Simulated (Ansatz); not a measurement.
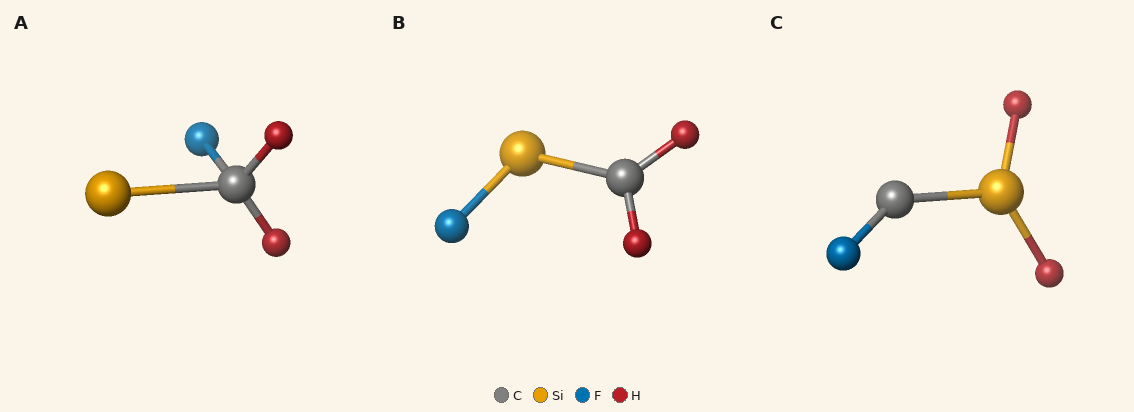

3 stationary structures of one formula. Charge 0, doublet. Geometries: PBE0-D4/def2-TZVP. Electronic energies: UHF-CCSD(T) (frozen core)/def2-TZVPP (Ansatz 0.2.0), without zero-point energy. No frequency run is at hand to confirm each as a minimum.

Question: Which is lowest in energy, and by how much?

Answer: B is lowest (C1); A lies 194.2 kJ/mol above it (Cs), C lies 314.3 kJ/mol above it (C1).

The determinant isn't a pure spin state (⟨S²⟩ up to 1.34).
